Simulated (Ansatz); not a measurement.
# Al2Pt (111): surface energy and levels, part 3 of 3

Aim: for Al2Pt, compute energy, relaxation and work function or band edges of the (111) face.

Ansatz 0.2.0; DFT PBE, scalar-relativistic, plane waves, PAW. The steps go on from the part before.

## Step 6: Changed: symmetry.detect false, n_extra_bands 16

input.yaml

```yaml
crystal:
  lattice:
    - [4.2047455503, 0.0, 0.0]
    - [-2.1023727751, 3.641416463, 0.0]
    - [0.0, 0.0, 23.5829009136]
  atoms:
    - { symbol: Al, position: [0.0, 0.0, 0.32804203] }
    - { symbol: Pt, position: [0.6666666667, 0.3333333333, 0.3559326158] }
    - { symbol: Al, position: [0.3333333333, 0.6666666667, 0.3909141119] }
    - { symbol: Al, position: [0.6666666667, 0.3333333333, 0.4634361066] }
    - { symbol: Pt, position: [0.3333333333, 0.6666666667, 0.5000000015] }
    - { symbol: Al, position: [0.0, 0.0, 0.5365639001] }
    - { symbol: Al, position: [0.3333333333, 0.6666666667, 0.6090858866] }
    - { symbol: Pt, position: [0.0, 0.0, 0.644067382] }
    - { symbol: Al, position: [0.6666666667, 0.3333333333, 0.6719579656] }
  symmetry: { detect: false }
basis:
  ecutwfc: 420
kpoints:
  mp_grid: { grid: [9, 9, 1] }
hamiltonian:
  xc: pbe
scf:
  occupations: { method: gaussian, width: 0.1 }
  n_extra_bands: 16
output:
  forces: true
  eigenvalues: true
efield:
  axis: 3
  dipole_correction: true
  ramp_width: 0.04
```

Started as:

```sh
ansatz run input.yaml --threads 2 --pin off --max-ram 4096MiB --backend cpu --events-out ev --progress --plain --runs-dir out
```

The program printed, cut to the lines that bear on the results:

```text
Warning: RAYON_NUM_THREADS=2 ignored (pool sized by the plan → 2); use --threads N
scf.n_extra_bands = 16 over 36 filled bands (N_el = 72.0): the run solves 52 bands
[...]
Pseudopotentials: kind: paw
Pseudopotential: Al, paw, valence charge 3, recommended cutoff 420 eV (normal), Al.paw.azcp
Pseudopotential: Pt, paw, valence charge 18, recommended cutoff 420 eV (normal), Pt.paw.azcp
Functional definition: PBE
[...]
Crystal: 9 atoms, lattice volume = 361.083 Å³
[...]
  atom   1  Al     0.00000011    -0.00000041     0.00872773
  atom   2  Pt    -0.00000001     0.00000028    -0.01094513
  atom   3  Al    -0.00000013    -0.00000017    -0.00073295
  atom   4  Al     0.00000009    -0.00000004    -0.00104316
  atom   5  Pt     0.00000001    -0.00000000    -0.00000024
  atom   6  Al     0.00000002     0.00000007     0.00104209
  atom   7  Al    -0.00000012     0.00000014     0.00073355
  atom   8  Pt     0.00000004    -0.00000029     0.01094608
[...]
--- Band table (eV; the first three rows and the last of 41) ---
[...]
```

Wall time 27 s (2 threads of Arm Neoverse V2, shared host); peak memory 0.87 GiB.

| run | ending | energy change | gap (eV) | force (eV/Å) | cycles | time |
| --- | --- | --- | --- | --- | --- | --- |
| step 5 | converged | 0 | 0.00 | 0.01 | - | 41 s |
| variant | converged | 0.0 meV/atom | 0.00 | 0.01 | 7 | 27 s |

With the changed use of symmetry and band count the energy agrees within 0.5 meV/atom.

## Step 7: Surface energy and levels of (111)

The surface energy is (E_slab − N·E_bulk) / 2A, with N = 9 atoms and A = 15.31 Å².

|  | as cut | relaxed |
| --- | --- | --- |
| surface energy, mean of both faces | 1.24 J/m² | 1.15 J/m² |
| work function | 4.02 eV | 4.19 eV |
| dipole along +c (e·Å/cell) | 0.000 | 0.000 |

How the layers moved (bottom to top):

| plane | atoms | spacing to the next, as cut (Å) | relaxed (Å) | change (%) | rumpling (Å) |
| --- | --- | --- | --- | --- | --- |
| 1 | Al | 0.858 | 0.658 | -23.4 | 0.000 |
| 2 | Pt | 0.858 | 0.825 | -3.9 | 0.000 |
| 3 | Al | 1.717 | 1.710 | -0.4 | 0.000 |
| 4 | Al | 0.858 | 0.862 | +0.5 | 0.000 |
| 5 | Pt | 0.858 | 0.862 | +0.5 | 0.000 |
| 6 | Al | 1.717 | 1.710 | -0.4 | 0.000 |
| 7 | Al | 0.858 | 0.825 | -3.9 | 0.000 |
| 8 | Pt | 0.858 | 0.658 | -23.4 | 0.000 |
| 9 | Al |  |  |  | 0.000 |

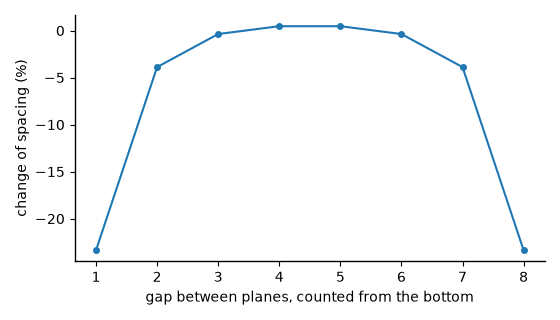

Change of each interlayer spacing on relaxation.

## Step 8: Summary of results

What follows sums up all 3 parts.

| quantity | value |
| --- | --- |
| surface energy, (111), cut with Al on top | 1.15 J/m² |
| work function, (111), cut with Al on top | 4.19 eV |

**Reading.** On (111) the top spacing contracts by 23.4 %, and relaxation gains 0.090 J/m² a face. Spin-orbit coupling is left out for Pt.
